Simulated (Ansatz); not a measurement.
**AlBOP (SMILES [O+]#[B-][P+]#[Al-2]) (charge −1): density, localisation and related maps**

Input

```
crystal:
  periodic: [false, false, false]
  atoms:
    - {symbol: Al, position_ang: [-0.238940, 2.430026, 0.118334]}
    - {symbol: B, position_ang: [-0.637459, 1.741275, -2.463703]}
    - {symbol: O, position_ang: [-1.648827, 2.054294, -3.098330]}
    - {symbol: P, position_ang: [0.855422, 1.283673, -1.514162]}
basis:
  gaussian:
    orbitals: def2-TZVPD
total_charge: -1
hamiltonian:
  xc: pbe0
output: {forces: true, orbitals: {seedname: orbitals}}
```

Run with:

```sh
ansatz run input.yaml --threads 1 --pin off --max-ram 2610MiB --events-out events.jsonl --progress --plain --runs-dir runs
```

Geometry: PBE0-D3(BJ)/def2-SVPD.

Computed with Ansatz, isolated molecule in a Gaussian basis; Kohn-Sham density functional theory, functional PBE0.

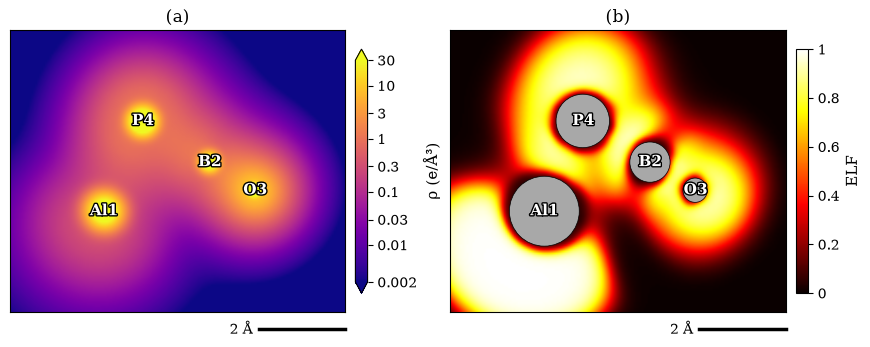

Figure 1. (a) total electron density; (b) ELF on the molecular plane. Grey discs cover the atomic cores in the ELF map.

> What do the fields say about this system?

- Atoms in the plane: Al, B, O and P.
- B–O (1.23 Å): the density is about 2.9 e/Å³ at the midpoint; the ELF peaks at about 0.85 between the atoms; a polar covalent bond.
- B–P (1.83 Å): ρ is about 0.99 e/Å³ halfway; the ELF peaks at about 0.90 between the atoms, as expected for localised, covalent bonding.
- Al–P (2.28 Å): ρ at the midpoint is about 0.56 e/Å³; the ELF peaks at about 0.85 in the valence shell of P, 1.0 Å from its nucleus, and is about 0.85 at the midpoint.
- The ELF also peaks beside O3 and P4, away from the bonds: lone-pair regions.

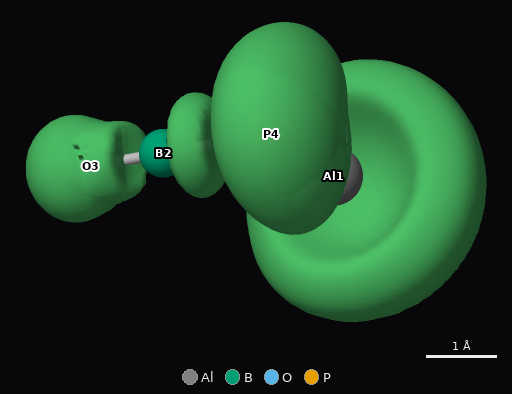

Figure 2. Isosurface of the ELF at 0.8 (green), seen from one side. Core shells and regions of very low density are left out.

> Describe the localisation domains.

The ELF exceeds this value in one region between bonded B–P atoms (shared pairs), one region on O in which the atom's valence shell and bonds are merged, one region on P in which the atom's valence shell and bonds are merged and one lobe on Al, pointing away from the bonds (lone pairs).

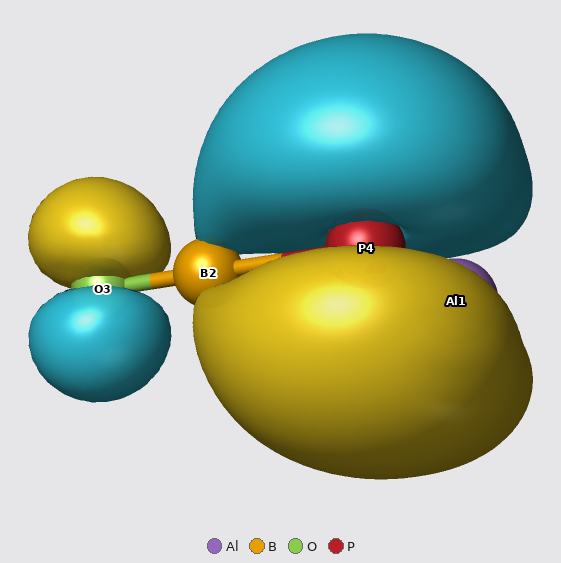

Figure 3. The HOMO−1 at ±0.08 Å⁻³ᐟ² (yellow and cyan are the two phases), seen from one side.

> What is the character of this orbital?

Its weight (Hirshfeld) is mainly on P4 (about 60 %), Al1 (about 20 %), B2 (about 10 %) and O3 (about 10 %); it changes sign across the molecular plane (π type); π-antibonding (a node) across B2–O3. Its energy is −1.56 eV.
